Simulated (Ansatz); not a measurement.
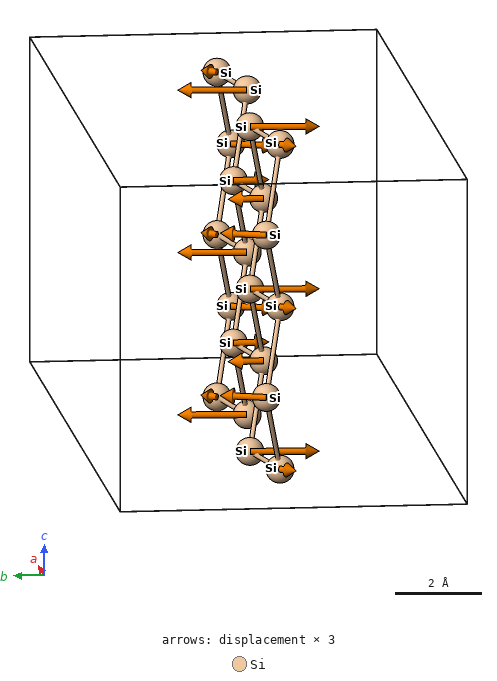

This is a relaxation of a wire of composition Si. The starting structure is drawn; orange arrows show the displacements (the part carried along by the change of the cell is left out), magnified 3 times.

Style: ball-and-stick. Shown: the 2 repeat of the cell, with the vacuum cut short, from a free direction.

Case: zigzag ribbon, 4 formula units a period.

Method: DFT PBE, scalar-relativistic, plane waves, PAW in Ansatz.

Input
```yaml
crystal:
  lattice:
    - [20.2, 0.0, 0.0]
    - [0.0, 9.8, 0.0]
    - [0.0, 0.0, 3.8688112877]
  atoms:
    - { symbol: Si, position: [0.27884562, 0.4769415544, 0.0] }
    - { symbol: Si, position: [0.444711405, 0.4769415544, 0.5] }
    - { symbol: Si, position: [0.61057719, 0.4769415544, 0.0] }
    - { symbol: Si, position: [0.776442975, 0.4769415544, 0.5] }
    - { symbol: Si, position: [0.223557025, 0.5230584456, 0.5] }
    - { symbol: Si, position: [0.38942281, 0.5230584456, 0.0] }
    - { symbol: Si, position: [0.555288595, 0.5230584456, 0.5] }
    - { symbol: Si, position: [0.72115438, 0.5230584456, 0.0] }
basis:
  ecutwfc: 420
kpoints:
  mp_grid: { grid: [1, 1, 23] }
hamiltonian:
  xc: pbe
scf:
  occupations: { method: gaussian, width: 0.05 }
output:
  forces: true
  stress: true
  eigenvalues: true
  populations: true
  write_density: true
  write_potential: true
  elf: true
  volumetric_format: npy
relax:
  adjacent_minimum: "off"
  f_tol: 0.02
  max_steps: 45
  cell: { fix: [a, b, alpha, beta, gamma], stress_tol: 0.03 }
```

Launched with:
```bash
ansatz run input.yaml --threads 4 --pin off --max-ram 11264MiB --backend cpu --events-out ev --progress --plain --runs-dir out
```

**What did the optimiser do to the structure, and how much energy did it gain?**

The largest moves relative to the centre of the atoms, 0.55 Å, are those of Si3 and Si6. Along the periodic axis the drawn cell goes c 7.738 → 7.667 Å (−0.9 %). Near-neighbour distances that change, for instance: Si1–Si5 2.279 → 2.310 Å, Si2–Si7 2.279 → 2.256 Å, Si2–Si6 2.279 → 2.272 Å. Bond angles that change, for instance: Si7–Si3–Si8 116.2° → 120.8°, Si8–Si4–Si8 116.2° → 112.1°, Si2–Si7–Si3 116.2° → 120.0°. Over 10 accepted moves (13 points after the start) the energy falls by 0.127 eV per cell of the calculation. The largest force component goes from 0.39 to 0.0095 eV/Å. The line search rejected the trial steps at points 5, 8 of the run. The SCF was repeated once at an unchanged geometry on a basis and grid sized afresh for the cell, which shifted the energy by 0.2 meV per cell of the calculation at most.
